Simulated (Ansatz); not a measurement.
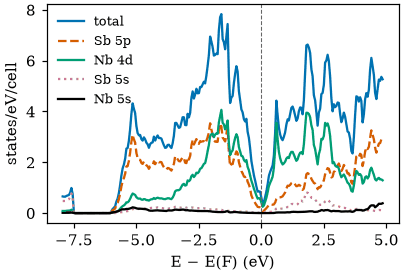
Figure. Total and projected density of states of NbSb2 in space group C2/m (No. 12; Nb on 4i, Sb on 4i, Sb on 4i), r²SCAN (plane waves, PAW; program Ansatz)

Which orbitals carry the states next to the Fermi level?

Within 0.5 eV of the Fermi level: Nb 4d 68 %, Sb 5p 27 %. Projections are on Löwdin-orthogonalised atomic valence shells; empty p or d shells of many metals are not among them.

Where is the tallest occupied peak in this window, and what makes it?

Near -1.6 eV, about 7.8 states/eV per cell; the largest projected share is Nb 4d.

The first step of the workflow began from a Materials Project structure, measured or hypothetical; the Crystallography Open Database files this formula in space group No. 12, but the cells were not matched. Its standing as an ambient phase is unchecked. The r²SCAN relaxation kept the symmetry of its start; whether a distortion lowers the energy is not shown. The run is not spin-polarised. Scalar-relativistic: spin–orbit coupling is off unless named, which matters more the heavier the elements.

Potentials: the later of the program's two PAW sets.
